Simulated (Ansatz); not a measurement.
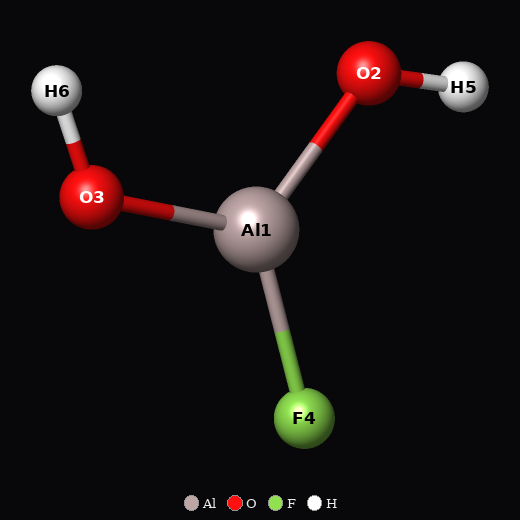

Sticks follow a distance rule. Harmonic vibrations computed with RKS PBE0-D4/def2-TZVP (Ansatz 0.2.0) at a stationary point of the same level.

**Minimum or transition state?**

A minimum: no imaginary frequency, and the lowest mode lies at 223 cm⁻¹.

**How many vibrational modes are there, and where do they lie?**

12 modes: 223, 241, 290, 338, 359, 632, 642, 709, 936, 965, 3965, 3967 cm⁻¹.
